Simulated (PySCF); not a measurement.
# AlH2ClF− (SMILES [F][AlH2-][Cl]) at 3 levels

Wanted: a comparison of 3 runs (CCSDTQ/STO-3G, QCISD(T)/STO-3G, CCSD(T)/STO-3G) of AlH2ClF−. Input form: a Python script.

The calculation is run with PySCF 2.14.0.

2 further runs of the same task are left out: 2 set aside as unsound or not needed.

### 1 The molecule

AlH2ClF− has 5 atoms, charge -1, and is taken as a singlet. As SMILES, `[F][AlH2-][Cl]`. The Al2–Cl3 distance was set to 3.168 Å, away from the relaxed value. At this shape a bond of the SMILES string is far longer than usual.

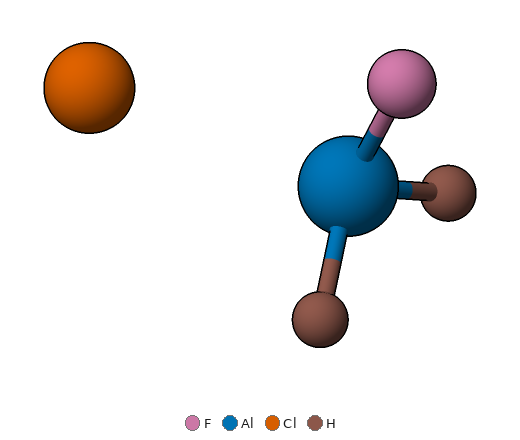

Viewed from a chosen angle; fluorine pink, aluminium blue, chlorine orange, hydrogen brown.

### 2 The energy at CCSDTQ/STO-3G (run 1)

Contents of calc.py:

```python
from pyscf import gto, scf, cc

mol = gto.M(
    atom=[
    ('F', (-2.063649, 0.641766, 0.946865)),
    ('Al', (-0.957319, 0.589916, -0.334225)),
    ('Cl', (1.653880, -0.992940, 0.511330)),
    ('H', (-1.603029, -0.194214, -1.550865)),
    ('H', (-0.511399, 2.065906, -0.700475)),
],
    basis='sto-3g',
    charge=-1,
    verbose=4,
    max_memory=1860,
)

myscf = scf.RHF(mol)
myscf.conv_tol = 1e-10
myscf.kernel()
if not myscf.converged:
    myscf = myscf.newton().run(myscf.mo_coeff, myscf.mo_occ)

mycc = cc.CCSDTQ(myscf, frozen=11)
mycc.kernel()
energy = mycc.e_tot
print('E = %.10f Eh' % energy)
```

On the command line:

```console
$ OMP_NUM_THREADS=1 python calc.py
```

Log:

```text
PySCF version 2.14.0

[... 57 lines left out ...]
converged SCF energy = -792.739054110122
[... 20 lines left out ...]
Init t2, MP2 energy = -792.786216370946  E_corr(MP2) -0.047162260824
[... 18 lines left out ...]
RCCSDTQ converged
[... 3 lines left out ...]
E = -792.8053449808 Eh
```

Wall time 20 s (1 thread of Arm Neoverse V2, shared host); peak memory 0.14 GiB.

### 3 The energy at QCISD(T)/STO-3G (run 2)

Contents of input.xyz:

```xyz
5

F     -2.063649     0.641766     0.946865
Al    -0.957319     0.589916    -0.334225
Cl     1.653880    -0.992940     0.511330
H     -1.603029    -0.194214    -1.550865
H     -0.511399     2.065906    -0.700475
```

Contents of calc.py:

```python
from pyscf import gto, cc

molecule = gto.M(
    atom='input.xyz',
    charge=-1,
    verbose=3,
    spin=0,
    basis='sto-3g',
    max_memory=1860,
)

mf = molecule.RHF()
mf.conv_tol = 1e-10
mf.kernel()
if not mf.converged:
    mf = mf.newton().run(mf.mo_coeff, mf.mo_occ)

mycc = cc.QCISD(mf, frozen=11)
mycc.kernel()
e_t = mycc.qcisd_t()
etot = mycc.e_tot + e_t
print(f'total energy: {etot:.8f} hartree')
```

On the command line:

```console
$ OMP_NUM_THREADS=1 python calc.py
```

Log:

```text
converged SCF energy = -792.739054110122
E(QCISD) = -792.8033284019333  E_corr = -0.0642742918109464
QCISD(T) correction = -0.00212634147520216
total energy: -792.80545474 hartree
```

Wall time 0.7 s (1 thread of Arm Neoverse V2, shared host); peak memory 0.12 GiB.

### 4 A single-point energy at CCSD(T)/STO-3G (run 3)

Contents of input.py:

```python
from pyscf import gto, cc

mol = gto.M(
    atom='''
F   -2.063649   0.641766   0.946865
Al  -0.957319   0.589916  -0.334225
Cl   1.653880  -0.992940   0.511330
H   -1.603029  -0.194214  -1.550865
H   -0.511399   2.065906  -0.700475
''',
    charge=-1,
    verbose=4,
    basis='sto-3g',
    spin=0,
    max_memory=1860,
)

mf = mol.RHF()
mf.conv_tol = 1e-10
mf.kernel()
if not mf.converged:
    mf = mf.newton().run(mf.mo_coeff, mf.mo_occ)

mycc = cc.CCSD(mf, frozen=11)
mycc.kernel()
e_t = mycc.ccsd_t()
etot = mycc.e_tot + e_t
print('Final energy', etot)
```

On the command line:

```console
$ OMP_NUM_THREADS=1 python input.py
```

Log:

```text
PySCF version 2.14.0

[... 57 lines left out ...]
converged SCF energy = -792.739054110122
[... 12 lines left out ...]
Init t2, MP2 energy = -792.786216370946  E_corr(MP2) -0.0471622608235312
[... 12 lines left out ...]
CCSD converged
[... 2 lines left out ...]
Final energy -792.8048964045964
```

It took 0.7 s on 1 thread of Arm Neoverse V2, shared host; peak memory 0.12 GiB.

### 5 Overview of the runs

```
run            level  energy (Eh)  HOMO energy (eV)  LUMO energy (eV)  HOMO–LUMO gap (eV)  wall time
  1    CCSDTQ/STO-3G  -792.805345             -0.56             12.08               12.64       20 s
  2  QCISD(T)/STO-3G  -792.805455             -0.56             12.08               12.64      0.7 s
  3   CCSD(T)/STO-3G  -792.804896             -0.56             12.08               12.64      0.7 s
```

### 6 Summary of results

```
                                                    quantity          value
                                         run 3: total energy  -792.80490 Eh
                  run 3: HOMO energy (Hartree–Fock orbitals)       -0.56 eV
                  run 3: LUMO energy (Hartree–Fock orbitals)       12.08 eV
run 3: HOMO–LUMO gap (to an unbound level, set by the basis)       12.64 eV
         run 3: correlation energy (11 core orbitals frozen)      -65.8 mEh
                                       run 3: (T) correction      -2.63 mEh
                                        run 3: T1 diagnostic          0.013
```

**Reading.** In runs 1, 2, 3 the basis is minimal, so the values are rough. All runs together took 21 s, the longest 20 s.
